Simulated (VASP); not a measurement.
# Te2Mo with BEEF-vdW: from relaxation to properties, part 2 of 4

What structure and properties does BEEF-vdW give Te2Mo, and how near are they to the measured ones? The start is a cell from a database of measured crystal structures.

VASP 6.6.1; BEEF-vdW; plane waves and PAW (Te, Mo_sv).

So far, gap on the k-mesh (eV): step 2 (full relaxation (BEEF-vdW)) 0.940. The relaxed cell has a = 3.564, c = 14.483 Å (conventional setting).

**3. Second relaxation**

A relaxation keeps the plane waves of the cell it began with, so it is repeated from the new cell, on a basis made for it.

Input file INCAR:

```
SYSTEM = Te2Mo
PREC = Accurate
ENCUT = 400
EDIFF = 1E-06
NELM = 100
ISMEAR = -1
SIGMA = 0.05
LREAL = .FALSE.
ALGO = Normal
GGA = BF
LUSE_VDW = .TRUE.
ZAB_VDW = -1.8867
LASPH = .TRUE.
NBANDS = 32
LORBIT = 11
LWAVE = .FALSE.
LCHARG = .FALSE.
KPAR = 2
IBRION = 2
NSW = 60
ISIF = 3
EDIFFG = -0.01
```

Input file POSCAR:

```
Te2Mo
1.0
    3.5641940445      0.0000000000      0.0000000000
   -1.7820970223      3.0866825866      0.0000000000
    0.0000000000      0.0000000000     14.4825946787
Te Mo
4 2
Direct
    0.6666666667      0.3333333333      0.3754481399
    0.3333333333      0.6666666667      0.8754481399
    0.6666666667      0.3333333333      0.1245518601
    0.3333333333      0.6666666667      0.6245518601
    0.6666666667      0.3333333333      0.7500000000
    0.3333333333      0.6666666667      0.2500000000
```

Input file KPOINTS:

```
Automatic mesh
0
Gamma
6 6 2
0 0 0
```

The projector-augmented-wave data sets are Te and Mo_sv (PBE family, release 64).

Command:

```bash
$ mpirun -np 2 vasp_std
```

Output:

```text
[banner, memory and clock lines left out]
running    2 mpi-ranks, on    1 nodes
 distrk:  each k-point on    1 cores,    2 groups
 distr:  one band on    1 cores,    1 groups

 POSCAR found type information on POSCAR TeMo
 POSCAR found :  2 types and       6 ions

     **************************************************************************
     Initializing libbeef V0.1.3 with the BEEF-vdW functional.
     **************************************************************************

 [... a notice as in an earlier step ...]

 [... a notice as in an earlier step ...]

 LDA part: xc-table for (Slater+PW92), standard interpolation
 POSCAR, INCAR and KPOINTS ok, starting setup
 FFT: planning ... GRIDC
 FFT: planning ... GRID_SOFT
 FFT: planning ... GRID
 WAVECAR not read
 entering main loop
       N       E                     dE             d eps       ncg     rms          rms(c)
DAV:   1     0.334480126084E+03    0.33448E+03   -0.24413E+04  1104   0.118E+03
DAV:   2    -0.412207880041E+01   -0.33860E+03   -0.33036E+03  1128   0.292E+02
DAV:   3    -0.216285622114E+02   -0.17506E+02   -0.17274E+02  1128   0.575E+01
DAV:   4    -0.220755802648E+02   -0.44702E+00   -0.44493E+00  1128   0.912E+00
DAV:   5    -0.220904487823E+02   -0.14869E-01   -0.14864E-01  1184   0.161E+00    0.177E+01
DAV:   6    -0.216538783231E+02    0.43657E+00   -0.48254E+00  1072   0.108E+01    0.827E+00
DAV:   7    -0.217633718263E+02   -0.10949E+00   -0.64364E+00  1008   0.100E+01    0.548E+00
DAV:   8    -0.213415963495E+02    0.42178E+00   -0.15874E+00  1064   0.563E+00    0.271E+00
DAV:   9    -0.213463811241E+02   -0.47848E-02   -0.19010E-01  1168   0.198E+00    0.908E-01
DAV:  10    -0.213440093673E+02    0.23718E-02   -0.21450E-02  1104   0.787E-01    0.335E-01
DAV:  11    -0.213444674277E+02   -0.45806E-03   -0.15996E-03  1192   0.219E-01    0.154E-01
DAV:  12    -0.213443674869E+02    0.99941E-04   -0.18211E-04  1096   0.753E-02    0.113E-01
DAV:  13    -0.213443601764E+02    0.73105E-05   -0.11633E-04  1080   0.590E-02    0.425E-02
DAV:  14    -0.213443624947E+02   -0.23182E-05   -0.46258E-06   968   0.996E-03    0.351E-02
DAV:  15    -0.213443616252E+02    0.86944E-06   -0.18512E-06   872   0.753E-03
   1 F= -.21344362E+02 E0= -.21344354E+02  d E =-.213444E+02
 curvature:   0.00 expect dE= 0.000E+00 dE for cont linesearch  0.000E+00
 trial: gam= 0.00000 g(F)=  0.256E-05 g(S)=  0.121E-03 ort = 0.000E+00 (trialstep = 0.100E+01)
 search vector abs. value=  0.124E-03
 bond charge predicted
       N       E                     dE             d eps       ncg     rms          rms(c)
DAV:   1    -0.213462371021E+02   -0.18746E-02   -0.37879E-02   960   0.140E+00    0.335E-01
DAV:   2    -0.213455302897E+02    0.70681E-03   -0.21459E-02  1024   0.732E-01    0.232E-01
DAV:   3    -0.213444568259E+02    0.10735E-02   -0.63076E-03  1032   0.306E-01    0.116E-01
DAV:   4    -0.213444359830E+02    0.20843E-04   -0.30491E-04   992   0.744E-02    0.401E-02
DAV:   5    -0.213443975477E+02    0.38435E-04   -0.15040E-04  1072   0.678E-02    0.250E-02
DAV:   6    -0.213443894960E+02    0.80517E-05   -0.17414E-05  1184   0.190E-02    0.979E-03
DAV:   7    -0.213443882526E+02    0.12433E-05   -0.10727E-06   568   0.453E-03    0.607E-03
DAV:   8    -0.213443886462E+02   -0.39356E-06   -0.21165E-07   504   0.247E-03
   2 F= -.21344389E+02 E0= -.21344381E+02  d E =-.270210E-04
[...]
3 F= -.21344406E+02 E0= -.21344398E+02  d E =-.444010E-04
[...]
4 F= -.21344452E+02 E0= -.21344444E+02  d E =-.456593E-04
[...]
5 F= -.21344492E+02 E0= -.21344484E+02  d E =-.860387E-04
 curvature:  -2.41 expect dE=-0.243E-03 dE for cont linesearch -0.144E-05
 trial: gam= 1.54600 g(F)=  0.228E-05 g(S)=  0.985E-04 ort =-0.702E-05 (trialstep = 0.422E+00)
 search vector abs. value=  0.277E-03
 bond charge predicted
       N       E                     dE             d eps       ncg     rms          rms(c)
DAV:   1    -0.213445662046E+02   -0.73642E-04   -0.30708E-03   912   0.312E-01    0.628E-02
DAV:   2    -0.213445411692E+02    0.25035E-04   -0.31745E-04  1048   0.839E-02    0.406E-02
DAV:   3    -0.213445296899E+02    0.11479E-04   -0.60617E-05  1000   0.348E-02    0.117E-02
DAV:   4    -0.213445280820E+02    0.16079E-05   -0.17136E-05  1096   0.191E-02    0.170E-02
DAV:   5    -0.213445280515E+02    0.30557E-07   -0.21265E-06   608   0.653E-03
   6 F= -.21344528E+02 E0= -.21344520E+02  d E =-.359865E-04
 trial-energy change:   -0.000036  1 .order   -0.000032   -0.000038   -0.000027
 step:   1.4151(harm=  1.4151)  dis= 0.00220  next Energy=   -21.344556 (dE=-0.636E-04)
 reached required accuracy - stopping structural energy minimisation
```

Run time: 7.6 min. Hardware: 2 MPI ranks of AMD EPYC 7R43, shared host; peak memory 1 GiB; 15 min of CPU time.

From OUTCAR (step 3):

```text
  LATTYP: Found a hexagonal cell.
 ALAT       =     3.5641940445
 C/A-ratio  =     4.0633575215

 Found     14 irreducible k-points:

   ENCUT  =  400.0 eV  29.40 Ry    5.42 a.u.   5.81  5.81 23.62*2*pi/ulx,y,z

   NELECT =      52.0000    total number of electrons

 E-fermi :   7.5216

 k-point     1 :       0.0000    0.0000    0.0000
  band No.  band energies     occupation
    ...
     22       6.1471      2.00000
     23       6.1471      2.00000
     24       6.2490      2.00000
     25       6.5817      2.00000
     26       7.0710      1.99976
     27       9.9189      0.00000
     28       9.9189      0.00000
     29      10.0052      0.00000
     30      10.0052      0.00000
     31      10.1319      0.00000
    ...

 k-point     2 :       0.1667    0.0000    0.0000
  band No.  band energies     occupation
    ...
     22       5.7314      2.00000
     23       5.9620      2.00000
     24       6.2846      2.00000
     25       6.7101      2.00000
     26       6.7485      2.00000
     27       8.8417      0.00000
     28       9.0969      0.00000
     29       9.1436      0.00000
     30       9.3383      0.00000
     31       9.4595      0.00000
    ...

Total vdW correction in eV:      7.7901718

  Total       -0.0568479     -0.0568479      0.0558943      0.0000000      0.0000000      0.0000000
  in kB       -0.5698051     -0.5698051      0.5602471      0.0000000      0.0000000      0.0000000
  external PRESSURE =      -0.1931210 kB  Pullay stress =       0.0000000 kB

  energy-cutoff  :      400.00
  volume of cell :      159.84
      direct lattice vectors                 reciprocal lattice vectors
     3.567405061 -0.000000000  0.000000000     0.280315799  0.161840402 -0.000000000
    -1.783702530  3.089463408 -0.000000000     0.000000000  0.323680804 -0.000000000
     0.000000000  0.000000000 14.503180042    -0.000000000 -0.000000000  0.068950396

 POSITION                                       TOTAL-FORCE (eV/Angst)
 -----------------------------------------------------------------------------------
      1.78370      1.02982      5.44142         0.000000      0.000000      0.000875
     -0.00000      2.05964     12.69301         0.000000      0.000000      0.000875
      1.78370      1.02982      1.81017        -0.000000      0.000000     -0.000875
     -0.00000      2.05964      9.06176         0.000000     -0.000000     -0.000875
      1.78370      1.02982     10.87739         0.000000     -0.000000      0.000000
     -0.00000      2.05964      3.62580        -0.000000      0.000000      0.000000
 -----------------------------------------------------------------------------------
    total drift:                                0.000000     -0.000000      0.000000

  FREE ENERGIE OF THE ION-ELECTRON SYSTEM (eV)
  ---------------------------------------------------
  free  energy   TOTEN  =       -21.3445280515 eV

  energy  without entropy=      -21.3445128868  energy(sigma->0) =      -21.34452047

Total vdW correction in eV:      7.7901925

 total charge
# of ion       s       p       d       tot
------------------------------------------
    1        1.376   1.968   0.059   3.403
    2        1.376   1.968   0.059   3.403
    3        1.376   1.968   0.059   3.403
    4        1.376   1.968   0.059   3.403
    5        2.244   6.136   3.956  12.336
    6        2.244   6.136   3.956  12.336
--------------------------------------------------
tot          9.992  20.142   8.149  38.283

[... 6 parts as in an earlier step ...]

[... 6 further parts left out ...]
```

CONTCAR:

```
Te2Mo
   1.00000000000000
     3.5674050606107524   -0.0000000000000520    0.0000000000000000
    -1.7837025303554663    3.0894634081240224   -0.0000000000000000
     0.0000000000000000    0.0000000000000000   14.5031800420854484
  Te              Mo
     4     2
Direct
     0.6666666667000030    0.3333333332999970    0.3751880714986515
     0.3333333332999970    0.6666666667000030    0.8751880714986515
     0.6666666667000030    0.3333333332999970    0.1248119285013484
     0.3333333332999970    0.6666666667000030    0.6248119285013485
     0.6666666667000030    0.3333333332999970    0.7500000000000000
     0.3333333332999970    0.6666666667000030    0.2500000000000000
```

The steps of the relaxation:

| step | energy less that of the first step (eV) | largest force (eV/Å) | pressure (GPa) | volume (Å³) |
| --- | --- | --- | --- | --- |
| 1 | 0.0000 | 0.0036 | 0.07 | 159.33 |
| 2 | 0.0000 | 0.0243 | -0.06 | 159.60 |
| 3 | 0.0000 | 0.0170 | -0.01 | 159.50 |
| 4 | -0.0001 | 0.0134 | -0.01 | 159.60 |
| 5 | -0.0001 | 0.0034 | -0.03 | 159.83 |
| 6 | -0.0002 | 0.0009 | -0.02 | 159.84 |

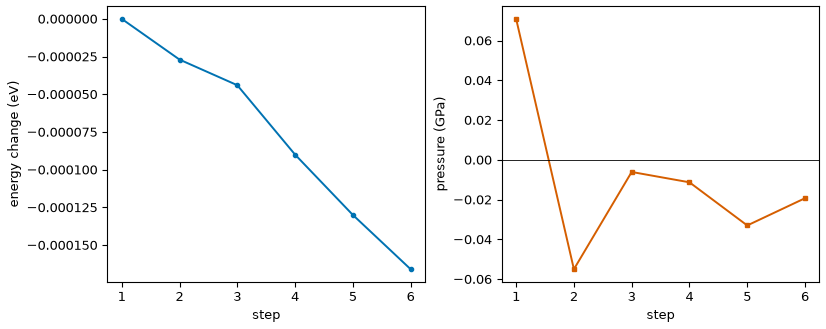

Energy and pressure along the relaxation.

| conventional cell, symmetrised | before | after | change |
| --- | --- | --- | --- |
| a (Å) | 3.564 | 3.567 | +0.1 % |
| b (Å) | 3.564 | 3.567 | +0.1 % |
| c (Å) | 14.483 | 14.503 | +0.1 % |
| volume (Å³/atom) | 26.56 | 26.64 | +0.3 % |

Final coordinates:

```xyz
6
Lattice="3.5674 0.0000 0.0000 -1.7837 3.0895 0.0000 0.0000 0.0000 14.5032" Properties=species:S:1:pos:R:3 pbc="T T T"
Te    1.7837    1.0298    5.4414
Te    0.0000    2.0596   12.6930
Te    1.7837    1.0298    1.8102
Te    0.0000    2.0596    9.0618
Mo    1.7837    1.0298   10.8774
Mo    0.0000    2.0596    3.6258
```

This step gave:

```
free energy (TOTEN)             : -21.34 eV
Fermi energy                    : 7.522 eV
pressure                        : -0.01931 GPa
valence top at k                : 0, 0, 0
SCF cycles over all ionic steps : 49
gap on the k-mesh               : 0.9473 eV
least direct gap on the k-mesh  : 0.984 eV
```

It ends with a largest force of 0.001 eV/Å and a pressure of -0.02 GPa.

**4. Density, ELF and potential (BEEF-vdW)**

A single point on the relaxed cell gives a clean self-consistent state, with density, ELF and potential written out.

Changes to INCAR since step 3:

```diff
@@ -16,7 +16,5 @@
 LWAVE = .FALSE.
-LCHARG = .FALSE.
-KPAR = 2
-IBRION = 2
-NSW = 60
-ISIF = 3
-EDIFFG = -0.01
+LCHARG = .TRUE.
+ISIF = 2
+LELF = .TRUE.
+LVHAR = .TRUE.
```

Input file POSCAR:

```
Te2Mo
1.0
    3.5674050606      0.0000000000      0.0000000000
   -1.7837025304      3.0894634081      0.0000000000
    0.0000000000      0.0000000000     14.5031800421
Te Mo
4 2
Direct
    0.6666666667      0.3333333333      0.3751880715
    0.3333333333      0.6666666667      0.8751880715
    0.6666666667      0.3333333333      0.1248119285
    0.3333333333      0.6666666667      0.6248119285
    0.6666666667      0.3333333333      0.7500000000
    0.3333333333      0.6666666667      0.2500000000
```

KPOINTS is that of step 3.

Command:

```bash
$ mpirun -np 2 vasp_std
```

Output:

```text
[banner, memory and clock lines left out]
running    2 mpi-ranks, on    1 nodes
 distrk:  each k-point on    2 cores,    1 groups
 distr:  one band on    1 cores,    2 groups

 POSCAR found type information on POSCAR TeMo
 POSCAR found :  2 types and       6 ions

     **************************************************************************
     Initializing libbeef V0.1.3 with the BEEF-vdW functional.
     **************************************************************************

 [... a notice as in an earlier step ...]

 [... a notice as in an earlier step ...]

 LDA part: xc-table for (Slater+PW92), standard interpolation
 POSCAR, INCAR and KPOINTS ok, starting setup
 FFT: planning ... GRIDC
 FFT: planning ... GRID_SOFT
 FFT: planning ... GRID
 WAVECAR not read
 entering main loop
       N       E                     dE             d eps       ncg     rms          rms(c)
DAV:   1     0.346417637371E+03    0.34642E+03   -0.24193E+04  1120   0.118E+03
DAV:   2    -0.287656929278E+01   -0.34929E+03   -0.34172E+03  1184   0.298E+02
DAV:   3    -0.215509238407E+02   -0.18674E+02   -0.18336E+02  1120   0.596E+01
DAV:   4    -0.220732288399E+02   -0.52230E+00   -0.52006E+00  1136   0.981E+00
DAV:   5    -0.220916804982E+02   -0.18452E-01   -0.18448E-01  1216   0.179E+00    0.177E+01
DAV:   6    -0.216584810405E+02    0.43320E+00   -0.48944E+00  1088   0.109E+01    0.826E+00
DAV:   7    -0.217659886246E+02   -0.10751E+00   -0.65000E+00  1008   0.101E+01    0.549E+00
DAV:   8    -0.213425785044E+02    0.42341E+00   -0.15873E+00  1064   0.563E+00    0.270E+00
DAV:   9    -0.213473235253E+02   -0.47450E-02   -0.19410E-01  1168   0.199E+00    0.903E-01
DAV:  10    -0.213449839334E+02    0.23396E-02   -0.21238E-02  1112   0.780E-01    0.324E-01
DAV:  11    -0.213454409473E+02   -0.45701E-03   -0.16351E-03  1208   0.221E-01    0.154E-01
DAV:  12    -0.213453403679E+02    0.10058E-03   -0.19521E-04  1040   0.763E-02    0.109E-01
DAV:  13    -0.213453345312E+02    0.58367E-05   -0.10964E-04  1104   0.573E-02    0.443E-02
DAV:  14    -0.213453368650E+02   -0.23338E-05   -0.45055E-06   960   0.971E-03    0.342E-02
DAV:  15    -0.213453359942E+02    0.87071E-06   -0.20524E-06   912   0.797E-03
   1 F= -.21345336E+02 E0= -.21345328E+02  d E =-.151694E-04
```

Elapsed: 85 s, on 2 MPI ranks; peak memory 0.65 GiB.

Parts of OUTCAR (step 4):

```text
  LATTYP: Found a hexagonal cell.
 ALAT       =     3.5674050606
 C/A-ratio  =     4.0654705019

 Found     14 irreducible k-points:

   ENCUT  =  400.0 eV  29.40 Ry    5.42 a.u.   5.82  5.82 23.65*2*pi/ulx,y,z

   NELECT =      52.0000    total number of electrons

 E-fermi :   7.5217

 k-point     1 :       0.0000    0.0000    0.0000
  band No.  band energies     occupation
    ...
     22       6.1471      2.00000
     23       6.1471      2.00000
     24       6.2490      2.00000
     25       6.5815      2.00000
     26       7.0711      1.99976
     27       9.9188      0.00000
     28       9.9188      0.00000
     29      10.0051      0.00000
     30      10.0051      0.00000
     31      10.1319      0.00000
    ...

 k-point     2 :       0.1667    0.0000    0.0000
  band No.  band energies     occupation
    ...
     22       5.7314      2.00000
     23       5.9619      2.00000
     24       6.2846      2.00000
     25       6.7101      2.00000
     26       6.7483      2.00000
     27       8.8417      0.00000
     28       9.0969      0.00000
     29       9.1436      0.00000
     30       9.3383      0.00000
     31       9.4594      0.00000
    ...

Total vdW correction in eV:      7.7901368

  Total       -0.0623495     -0.0623495      0.0477246      0.0000000      0.0000000      0.0000000
  in kB       -0.6249489     -0.6249489      0.4783592      0.0000000      0.0000000      0.0000000
  external PRESSURE =      -0.2571795 kB  Pullay stress =       0.0000000 kB

  energy-cutoff  :      400.00
  volume of cell :      159.84
      direct lattice vectors                 reciprocal lattice vectors
     3.567405061  0.000000000  0.000000000     0.280315799  0.161840402  0.000000000
    -1.783702530  3.089463408  0.000000000     0.000000000  0.323680804  0.000000000
     0.000000000  0.000000000 14.503180042     0.000000000  0.000000000  0.068950396

 POSITION                                       TOTAL-FORCE (eV/Angst)
 -----------------------------------------------------------------------------------
      1.78370      1.02982      5.44142         0.000000     -0.000000      0.001105
     -0.00000      2.05964     12.69301        -0.000000     -0.000000      0.001105
      1.78370      1.02982      1.81017         0.000000     -0.000000     -0.001105
     -0.00000      2.05964      9.06176        -0.000000     -0.000000     -0.001105
      1.78370      1.02982     10.87739         0.000000      0.000000      0.000000
     -0.00000      2.05964      3.62580        -0.000000      0.000000      0.000000
 -----------------------------------------------------------------------------------
    total drift:                               -0.000000      0.000000     -0.000000

  FREE ENERGIE OF THE ION-ELECTRON SYSTEM (eV)
  ---------------------------------------------------
  free  energy   TOTEN  =       -21.3453359942 eV

  energy  without entropy=      -21.3453208248  energy(sigma->0) =      -21.34532841

Total vdW correction in eV:      7.7901757

 total charge
# of ion       s       p       d       tot
------------------------------------------
    1        1.376   1.968   0.059   3.403
    2        1.376   1.968   0.059   3.403
    3        1.376   1.968   0.059   3.403
    4        1.376   1.968   0.059   3.403
    5        2.244   6.136   3.956  12.336
    6        2.244   6.136   3.956  12.336
--------------------------------------------------
tot          9.992  20.143   8.148  38.283

[... 5 parts as in an earlier step ...]

[... 6 further parts left out ...]
```

This step gave:

* SCF cycles: 15
* free energy (TOTEN): -21.35 eV
* pressure: -0.02572 GPa
* gap on the k-mesh: 0.9472 eV
* least direct gap on the k-mesh: 0.9839 eV

Valence electrons inside each PAW sphere by angular momentum. Sphere charges, by row:

| atom | s (e) | p (e) | d (e) | tot (e) |
| --- | --- | --- | --- | --- |
| Te1 | 1.376 | 1.968 | 0.059 | 3.403 |
| Te2 | 1.376 | 1.968 | 0.059 | 3.403 |
| Te3 | 1.376 | 1.968 | 0.059 | 3.403 |
| Te4 | 1.376 | 1.968 | 0.059 | 3.403 |
| Mo5 | 2.244 | 6.136 | 3.956 | 12.34 |
| Mo6 | 2.244 | 6.136 | 3.956 | 12.34 |

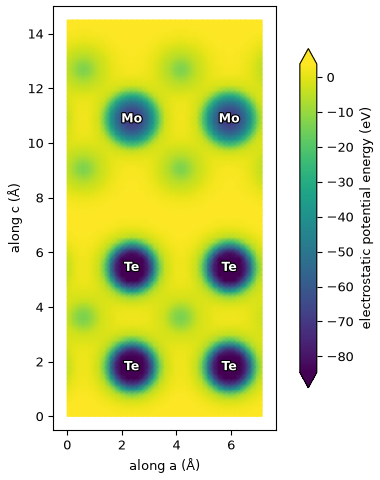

Electrostatic potential energy in the ac plane at fractional y = 0.333, with atoms of Te and Mo within 0.2 Å of it. With pseudopotentials it is smooth inside the atoms' cores, unlike the true potential.

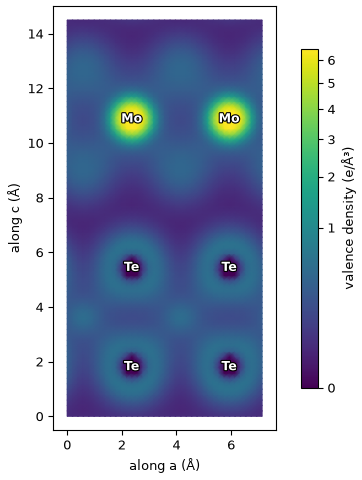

Valence density in the ac plane at fractional y = 0.333, with atoms of Te and Mo within 0.2 Å of it. It is the smooth field of the valence electrons, not physical close to the nuclei. The colour scale is stretched toward low values.

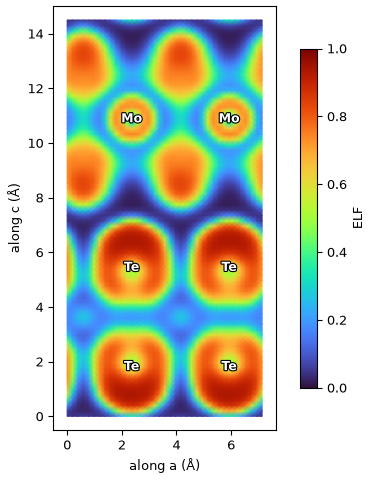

ELF in the ac plane at fractional y = 0.333, with atoms of Te and Mo within 0.2 Å of it. It is the smooth field of the valence electrons, not physical close to the nuclei.

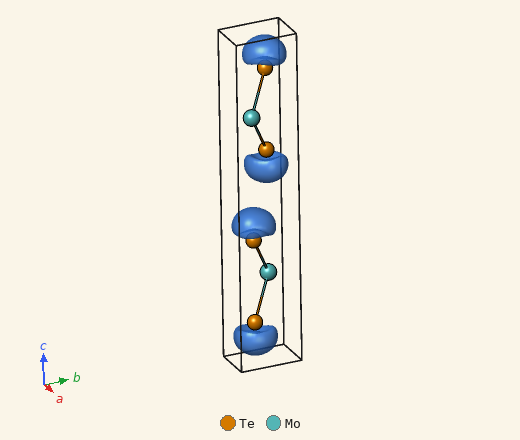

Surface of ELF = 0.85.

In this run the pressure is -0.03 GPa, small enough to go on.

[end of part 2 of 4]

[Lines on the potential files, build, host, timing and source positions are cut from VASP's logs without a mark.]

[Logs are printed without paths, hosts, clocks, repeated set-up lines and the standing remarks that a program may print on its own settings, such as how far it seeks lower states.]

[Hosts, paths, dates, database ids (printed as entryN), source tags and the programs' standing remarks are cut or masked in the printed files.]

[A measured line is paired with the nearest computed mode of its activity, which favours agreement.]

[In band tables of VASP the shares of atoms and orbitals are scaled to a sum of 1 inside the atoms' spheres.]
